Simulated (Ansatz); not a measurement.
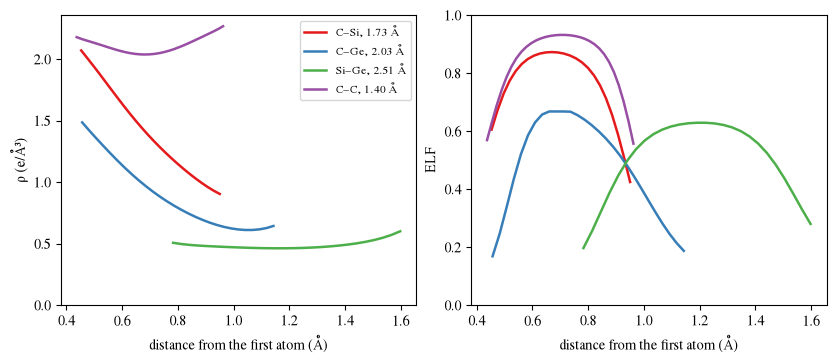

*C2H2GeSi (SMILES [CH2]1[C]2=[Si]=[Ge]12). Total electron density and electron localisation function along straight lines between neighbouring atoms. The curves leave out the atomic cores.*

Geometry: B3LYP/6-31G*.

Method: Ansatz, isolated molecule in a Gaussian basis; Kohn-Sham density functional theory, functional PBE0.

```xyz
6

C     0.7067   -1.4324   -1.3819
C    -0.4171   -2.2298   -1.1346
Ge    0.2796   -1.9026    0.7464
Si   -1.6314   -3.1377   -0.3047
H     1.6307   -1.8790   -1.7518
H     0.5914   -0.3760   -1.6283
```

Compare the contacts.

C–Si (1.73 Å): ρ at the midpoint is about 1 e/Å³; the ELF peaks at about 0.85 between the atoms: a covalent bond.
C–Ge (2.03 Å): ρ at the midpoint is about 0.62 e/Å³; the ELF peaks at about 0.65 in the valence shell of C, 0.7 Å from its nucleus, and is about 0.35 at the midpoint.
Si–Ge (2.51 Å): ρ at the midpoint is about 0.47 e/Å³; the ELF peaks at about 0.65 in the valence shell of Si, 1.2 Å from its nucleus, and is about 0.65 at the midpoint.
C–C (1.40 Å): ρ at the midpoint is about 2 e/Å³; the ELF peaks at about 0.95 between the atoms: a covalent bond.
